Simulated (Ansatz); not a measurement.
Ligand exchange: GaH2Br + Cd(CH3)Br → GaH2(CH3) + CdBr2

Species: GaH2Br `[GaH2][Br]`, singlet; Cd(CH3)Br, singlet; GaH2(CH3), singlet; CdBr2 `[Br][Cd][Br]`, singlet. The partners trade Br for CH3: Ga–Br and Cd–CH3 bonds give way to Ga–CH3 and Cd–Br.

Shapes, held fixed at every level: PBE0-D4/def2-TZVP. Programs: Ansatz 0.2.0. Electronic energies: no zero-point or thermal term.

| level | kind | ΔE (kJ/mol) | less CCSD(T)/def2-TZVPP |
| --- | --- | --- | --- |
| HF/def2-SVP | Hartree–Fock | -19.8 | -29.5 |
| SPW92/def2-TZVPP | LDA | +15.9 | +6.2 |
| wB97M-V/def2-TZVPP | range-separated hybrid | +1.5 | -8.2 |
| MP2/def2-SVP | perturbation theory | +4.1 | -5.6 |
| MP2/def2-TZVPP | perturbation theory | +16.7 | +7.0 |
| CCSD/def2-SVP | coupled cluster or CI | -1.7 | -11.4 |
| CCSD/def2-TZVPP | coupled cluster or CI | +5.6 | -4.1 |
| CCSD(T)/def2-TZVPP | coupled cluster or CI | +9.7 | 0.0 |

The highest level, CCSD(T)/def2-TZVPP, gives ΔE = +9.7 kJ/mol; the levels span -19.8 to +16.7. They disagree on the sign: 6 of 8 are positive. The column of differences is taken from that level and isn't an error. No measured value is set beside it here. For atoms past krypton def2 sets carry core potentials with scalar relativity. Relativity is left out for Br, Ga. Outer-core shells of Br, Cd, Ga are correlated, in sets that cover them unevenly.

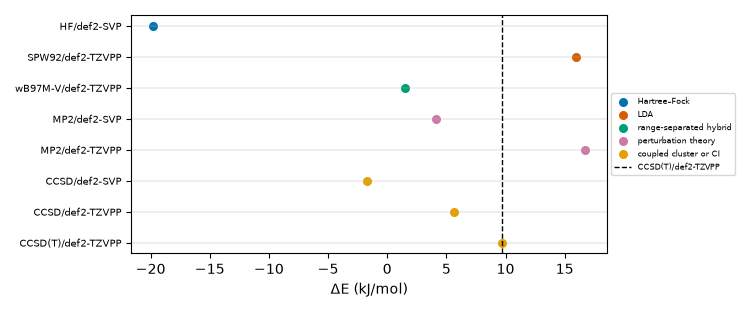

The values of the table, level by level.
